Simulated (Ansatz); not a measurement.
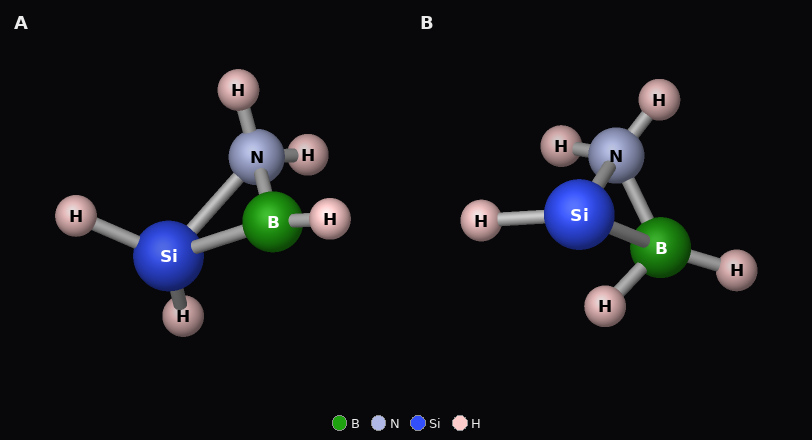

2 stationary structures of one formula. State: charge +1, singlet. Geometries: PBE0-D4/def2-TZVP. Electronic energies: RHF-CCSD(T) (frozen core)/def2-TZVPP (Ansatz 0.2.0), without zero-point energy. No frequency run is at hand to confirm each as a minimum. Each is one conformer, not always the lowest.

### Which structure is the most stable?

A is lowest (Cs); B lies 4.7 kcal/mol above it (C1).
